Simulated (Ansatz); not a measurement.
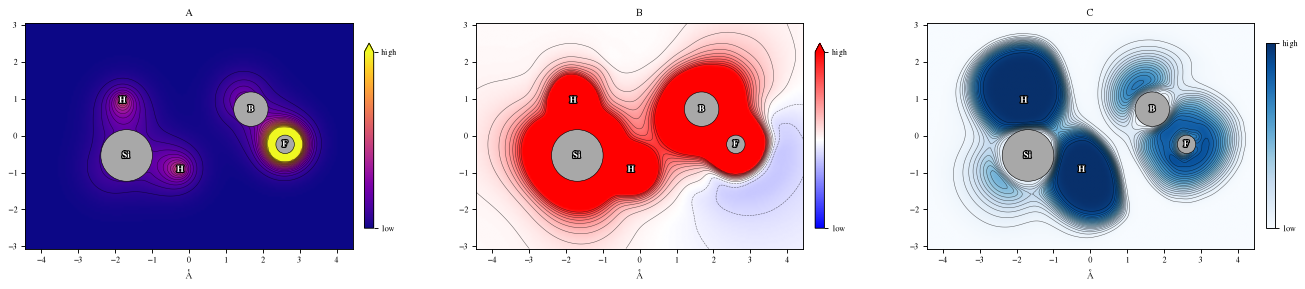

BFH₂···SiH₄: 3 fields on the plane of atoms H5, Si2 and H7, with unlabelled colour scales. Grey discs cover the atomic cores.

Level of theory: RKS PBE0/cc-pVDZ (Ansatz 0.2.0).

Match the panels to the quantities (electron density, electron localisation function and electrostatic potential).

Answer. Panel A: electron density. Panel B: electrostatic potential (strongly positive close to the atoms, with negative regions outside electron-rich atoms). Panel C: electron localisation function. From the grid: B1···H5 (2.53 Å): the density falls to about 0.06 e/Å³ on the way; the ELF climbs to about 1 towards the hydrogen, as it does in any bond to H. B–F (1.33 Å): ρ is about 2 e/Å³ halfway; the ELF peaks at about 0.85 between the atoms (a shared but strongly polarised pair).
